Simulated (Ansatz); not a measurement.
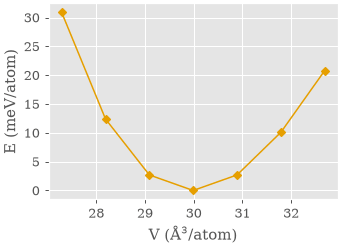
*Ge$_{2}$Sb$_{2}$Te$_{5}$ in space group Cm (No. 8; Pearson symbol mS18) under volume change, PBEsol (plane waves, PAW; program Ansatz), shape and atoms relaxed at each volume.*

### Question
What does a third-order Birch–Murnaghan fit give for V₀, B₀ and B′?

### Answer
V₀ = 29.96 Å³/atom, B₀ = 33.2 GPa, B′ = 6.6.

The workflow started from a Materials Project entry (that database holds measured and hypothetical structures alike); the Crystallography Open Database copy checked does not list it. It is not the phase usual at ambient conditions (space group No. 164). The PBEsol relaxation kept the symmetry of its start; its stability against distortions is not shown here. Scalar-relativistic: spin–orbit coupling is off unless named, which matters more the heavier the elements.

Potentials: the later of the program's two PAW sets.
